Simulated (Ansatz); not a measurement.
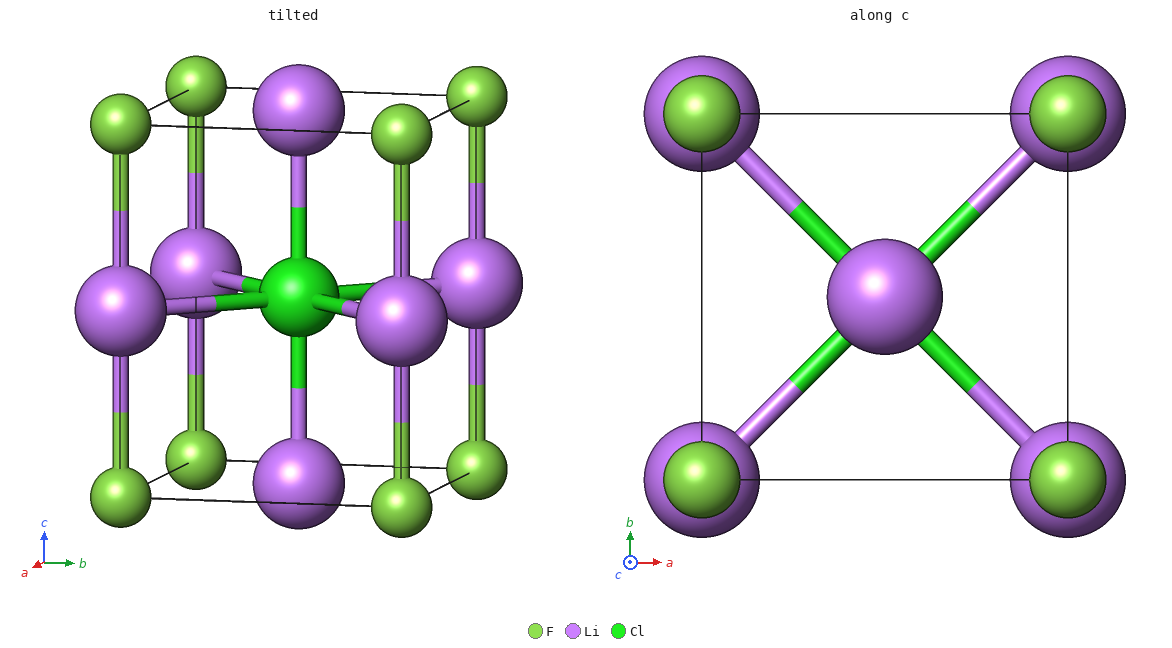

View slightly off an axis and along the c axis, drawn as a ball-and-stick model. The edges of the conventional unit cell are marked.

Li₂ClF, space group P4/mmm (No. 123), a = 3.479 Å, b = 3.479 Å, c = 4.502 Å, α = 90.00°, β = 90.00°, γ = 90.00°. It derives from a structure type filled with these elements by a generator (whether the compound takes this form wasn't checked). The cell was then strained or its atoms displaced on purpose. It was run through Ansatz as a DFT input.

This one geometry was computed with Ansatz (DFT, plane waves, PAW) at three levels of theory: PBE, r2SCAN and HSE06. It was relaxed with r2SCAN and then strained.

> How does the band gap change with the level of theory?

PBE: a gap of 6.58 eV, direct; r2SCAN: a gap of 7.34 eV, indirect; HSE06: a gap of 8.20 eV, direct.

> Collect the results in a table.

| level | cutoff (eV) | k-mesh of the run's cell | gap (eV) | pressure (GPa) |
| --- | --- | --- | --- | --- |
| PBE | 420 | 8×8×6 | 6.58 | -0.6 |
| r2SCAN | 500 | 8×8×6 | 7.34 | -1.9 |
| HSE06 | 420 | 6×6×4 | 8.20 | -1.5 |

Gaps are taken on the k-mesh or band path of each run.
